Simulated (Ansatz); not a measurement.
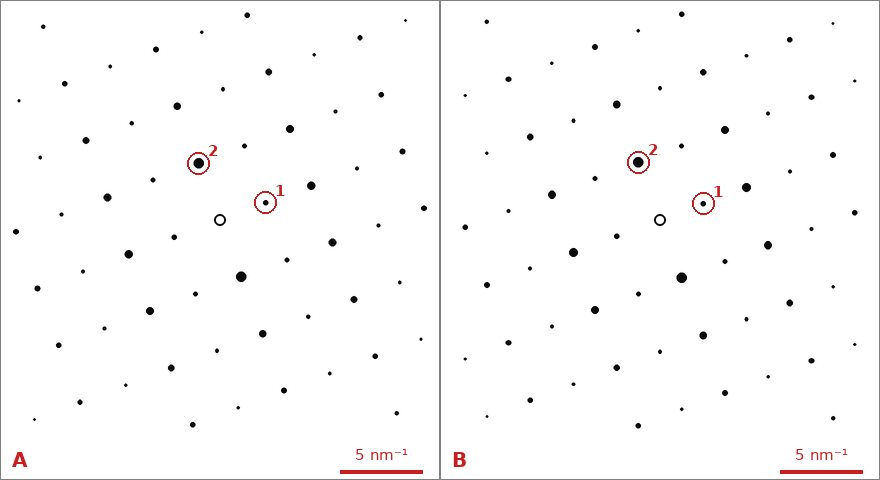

Kinematic electron diffraction patterns (200 kV, B = 0.5 Å², same scale) along [1-10] of the run's own cell, for the start and the end of one relaxation of AlTl3 with Ansatz, DFT PBE, scalar-relativistic, plane waves, PAW. k mesh 6×6×8. The start is a generated model structure, and the relaxation ends in the nearest stationary point of its symmetry, not necessarily the ground state. Spot 1 is -1 -1 0 and spot 2 is 0 0 -2 in both.

Start structure:

```
Al Tl
1.0
     6.68367    0.00000    0.00000
    -3.34183    5.78823    0.00000
     0.00000    0.00000    5.36468
Al Tl
2 6
Direct
  0.33333 0.66667 0.25000
  0.66667 0.33333 0.75000
  0.83300 0.66600 0.25000
  0.16700 0.83300 0.75000
  0.33400 0.16700 0.25000
  0.16700 0.33400 0.75000
  0.83300 0.16700 0.25000
  0.66600 0.83300 0.75000
```

Q: Which pattern belongs to the start structure, and which to the relaxed one?

A: A is the start: its cell gives d(1) = 3.342 Å, d(2) = 2.682 Å and an angle of 90.0°. B is the relaxed structure, with d(1) = 3.526 Å (+5.5 %), d(2) = 2.644 Å (-1.4 %) and 90.0°.

Q: What did the relaxation do to the structure and the energy?

A: The volume changed by +9.7 % to 28.47 Å³ an atom; with the mean shift removed, the atoms moved by up to 0.07 Å relative to the cell (Tl most); the space group stayed P6_3/mmc (No. 194); the free energy fell by 31 meV an atom. Relaxed cell: a = 7.052 Å, b = 7.052 Å, c = 5.288 Å, α = 90.00°, β = 90.00°, γ = 120.00°.
